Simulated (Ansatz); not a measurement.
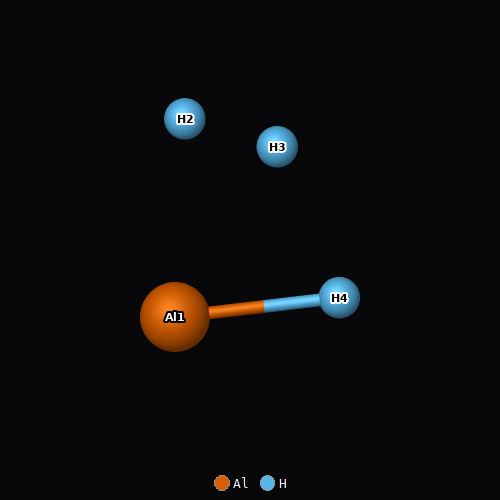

The system is the reacting system AlH3 (fragments AlH₃ where the first distance is long, AlH + H₂ where the second is long); the picture shows the reference structure. First axis: distance H2–H3 (bond that forms). Second axis: distance Al1–H3 (bond that breaks). Relaxed at each point: all other coordinates. Grid: 12 × 12 points. Points are written as (first, second). Energies: kcal/mol, counted from the lowest grid point. Energies and slopes of some neighbouring points disagree (a jump in structure or state, or too coarse a mesh). The reference is spin-restricted, so regions where a bond is pulled apart into radicals lie too high. Theory: RKS wB97X-V/def2-TZVP in Ansatz 0.2.0.

Its coordinates:

```xyz
4

Al   -1.1191    0.2426   -0.3702
H     0.7845   -0.1311   -0.8791
H     0.7902   -0.1661    0.0961
H    -0.4557    0.0547    1.1533
```

Range: distance H2–H3 (bond that forms) from 0.666 to 2.466 Å; distance Al1–H3 (bond that breaks) from 1.368 to 2.868 Å.

Question: Predict the map.

Answer: The lowest grid point is at (2.466 Å, 2.700 Å). It lies on the edge of the grid, but the force there points inwards, so the minimum lies inside the range. Other grid points that lie below all their neighbours: (0.756 Å, 2.700 Å) (0.011 kcal/mol higher). The highest grid point, (0.666 Å, 1.368 Å), lies 47.9 kcal/mol above the lowest.

```csv
"second ↓, first →",0.666,0.756,0.880,1.021,1.174,1.338,1.510,1.689,1.875,2.067,2.264,2.466
2.868,3.4,0.0,5.4,18.0,33.3,10.9,6.9,4.2,2.3,1.1,0.4,0.1
2.700,3.4,0.0,5.2,17.4,32.0,11.4,7.1,4.1,2.1,0.8,0.2,0.0
2.535,3.7,0.1,5.0,16.7,30.5,11.6,7.0,3.8,1.8,0.6,0.1,0.3
2.375,4.2,0.4,5.0,15.9,28.6,11.4,6.6,3.4,1.5,0.6,0.5,1.3
2.221,5.1,1.1,5.1,15.0,26.1,10.7,6.0,3.0,1.5,1.1,1.8,3.3
2.071,6.6,2.3,5.5,14.1,15.5,9.5,5.5,3.1,2.2,2.6,4.2,2.1
1.928,9.0,4.2,6.6,13.2,13.0,8.7,5.7,4.2,4.3,5.6,8.2,3.7
1.792,12.7,7.4,8.7,12.9,12.1,9.3,7.5,7.2,8.2,10.6,6.7,6.7
1.664,18.2,12.5,12.7,14.9,14.1,12.6,11.9,12.6,14.6,17.9,10.8,11.7
1.546,26.3,20.2,19.5,20.5,20.0,19.3,19.5,21.0,23.9,18.4,17.5,19.2
1.443,37.0,30.7,29.4,29.8,29.5,29.4,30.2,32.4,35.9,27.2,27.0,29.3
1.368,47.9,41.6,40.0,40.2,40.0,40.2,41.4,43.9,47.7,36.8,37.0,39.8
```

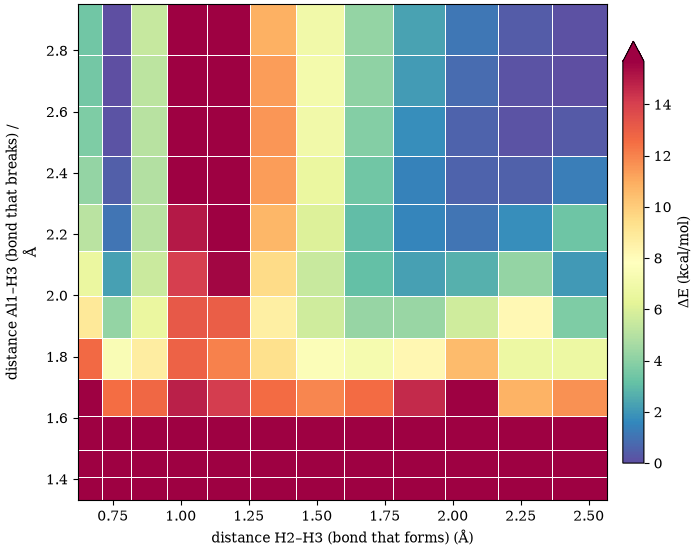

The picture shows one coloured cell a grid point, one colour for all values above the top of the scale.

Each point was launched as `ansatz run input.yaml --threads 1 --pin off --max-ram 2560MiB --backend cpu --events-out ev --progress --plain --runs-dir out`. The whole map (144 points run) took 26 min on 1 thread of Arm Neoverse N1, with other jobs on the host.
